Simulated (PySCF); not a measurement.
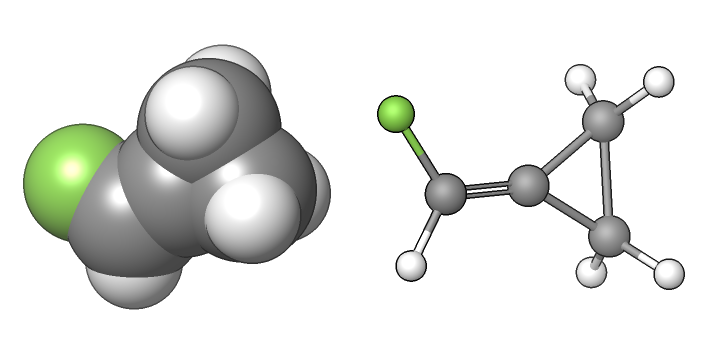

Two views of one molecule. Colours: fluorine green, carbon grey, hydrogen white.

The computed structure is the end point of a PBE0-D3(BJ)/def2-SVP optimisation. No frequency run is at hand to confirm it as a minimum.

**Count the atoms of each element.**

C₄H₅F, 10 atoms: 4 carbon, 5 hydrogen and 1 fluorine.

**Name some functional groups or characteristic bonds that it holds.**

Among them: alkene, C–F bond.

**Does it have rings?**

Independent rings (smallest set): 1 of 3 members.

**How many bonds of each kind are drawn?**

5 C–H, 4 C–C, 1 C–F.

**Give the symmetry (Schoenflies symbol).**

Cs.

More results for the same structure follow; atom numbers are the same in all pictures, views and colours differ.

## Geometry

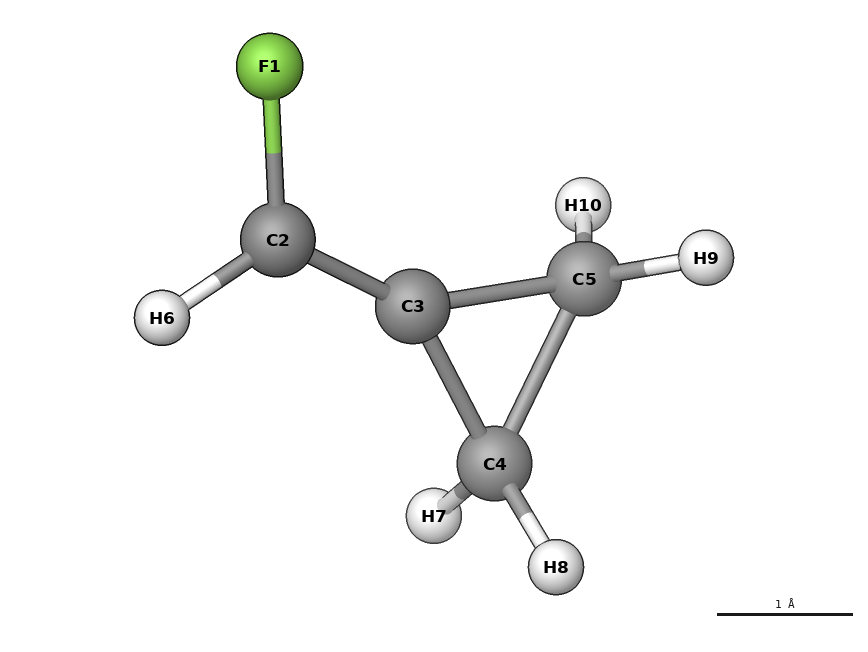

Atoms carry their numbers in the input. No frequency run is at hand to confirm it as a minimum.

What are the angles F1–C2–C3, F1–C2–H6, C3–C2–H6, C2–C3–C4, C2–C3–C5, C4–C3–C5, C3–C4–C5, C3–C4–H7, C5–C4–H7, C3–C5–C4, C3–C5–H9, C4–C5–H9?

```tsv
angle	degrees
F1–C2–C3	122.6
F1–C2–H6	112.8
C3–C2–H6	124.5
C2–C3–C4	148.0
C2–C3–C5	149.2
C4–C3–C5	62.8
C3–C4–C5	58.5
C3–C4–H7	118.8
C5–C4–H7	118.1
C3–C5–C4	58.6
C3–C5–H9	118.6
C4–C5–H9	118.1
```

## Dipole moment

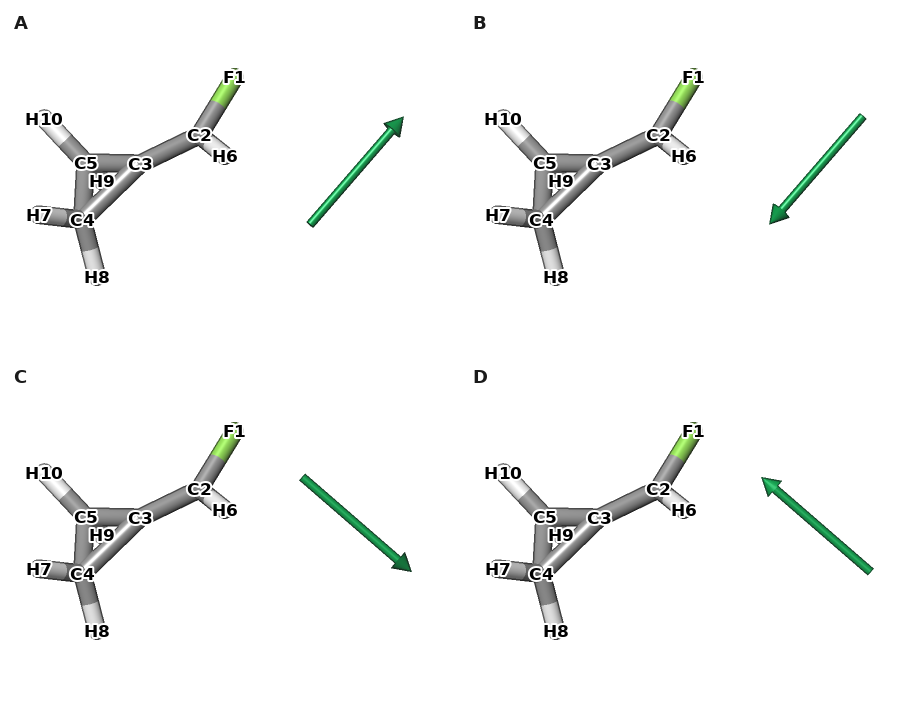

The same molecule four times, each with an arrow. No frequency run is at hand to confirm it as a minimum. Level of theory: B97-D/pcSseg-2, gas phase (PySCF 2.14.0).

**Which arrow points along the dipole moment, from the negative to the positive end?**

B. The dipole moment is 1.62 D; it points from the side of F1 to the side of H7, H8 (the outermost atoms at the two ends).

## Ring current

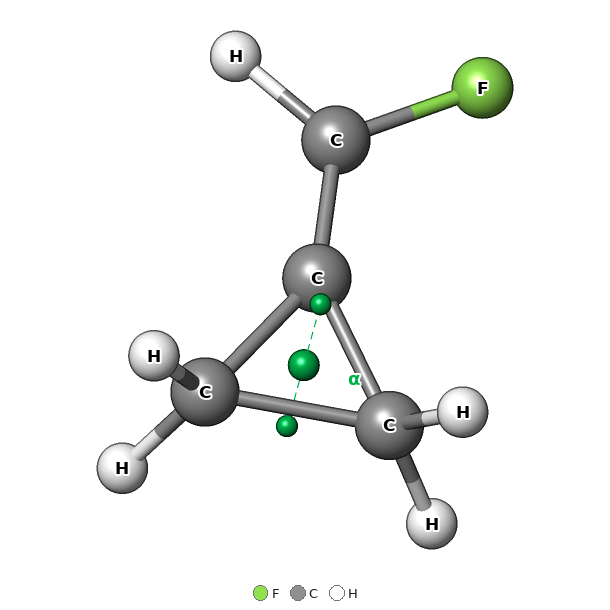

The small points mark where nucleus-independent chemical shifts (NICS) were computed: at the centre of each lettered ring and 1 Å above and below it. No frequency run is at hand to confirm it as a minimum. Properties computed with GIAO BP86/pcSseg-2 NMR shielding, non-relativistic, gas phase (PySCF 2.14.0).

Give NICS(0), NICS(1) and the out-of-plane component NICS(1)zz for each ring (means of the two sides).

```csv
ring,members,NICS(0),NICS(1),NICS(1)zz
α,C3,−35.8,−7.6,−20.3
```

Values in ppm.

## NMR shielding

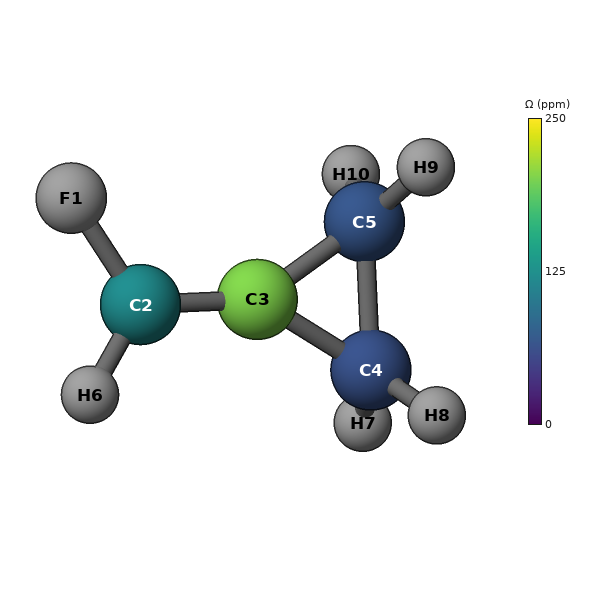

The C atoms are coloured by the span of their shielding tensor. No frequency run is at hand to confirm it as a minimum. Properties computed with GIAO PBE/pcSseg-2 NMR shielding, non-relativistic, gas phase (PySCF 2.14.0). Principal shieldings σ11 ≤ σ22 ≤ σ33, span Ω = σ33 − σ11, skew κ = 3(σiso − σ22)/Ω.

**Which C atom has the most anisotropic shielding?**

C3, with a span of 203 ppm.

Give the shielding tensors of the C atoms.

| atom | σ11 | σ22 | σ33 | σiso | Ω | κ |
| --- | --- | --- | --- | --- | --- | --- |
| C2 | −52.5 | 62.1 | 67.6 | 25.8 | 120.1 | −0.91 |
| C3 | −16.6 | 48.2 | 186.2 | 72.6 | 202.8 | 0.36 |
| C4 | 147.6 | 163.4 | 211.3 | 174.1 | 63.7 | 0.50 |
| C5 | 144.7 | 162.7 | 212.1 | 173.2 | 67.4 | 0.46 |

Shieldings and span in ppm.
